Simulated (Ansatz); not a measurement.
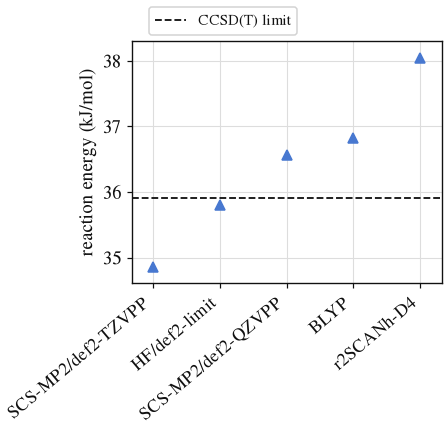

Electronic reaction energy of Si₂NH₅ClF (N[Si](F)([SiH3])Cl) + NH₃ (N) → Si₂N₂H₇F (N[Si](N)(F)[SiH3]) + HCl (Cl) (SMILES in brackets) at several levels (functionals in def2-TZVPP unless a basis is named), isolated molecules at PBE0-D4 triple-zeta geometries, minima by their frequencies, no zero-point or thermal terms, the Ansatz code. The line is frozen-core CCSD(T) at the basis limit (MP2 extrapolated from triple and quadruple zeta, plus CCSD(T) less MP2 in a smaller set). No dispersion term is added to BLYP. The distance of SCS-MP2/def2-TZVPP and SCS-MP2/def2-QZVPP to the limit includes basis error.

Question: What do zero-point energy and temperature add?

Answer: Zero-point change −7.2 kJ/mol; at 298.15 K and 1 bar the CCSD(T) limit plus thermal terms gives an enthalpy of reaction of 28.2 and a free energy of 31.4 kJ/mol (harmonic PBE0-D4 modes, ideal gas).

Question: Give the values.

Answer:
```
             level  kJ/mol  less CCSD(T) limit
SCS-MP2/def2-TZVPP    34.9                −1.0
     HF/def2-limit    35.8                −0.1
SCS-MP2/def2-QZVPP    36.6                 0.6
              BLYP    36.8                 0.9
        r2SCANh-D4    38.0                 2.1
     CCSD(T) limit    35.9                 0.0
```
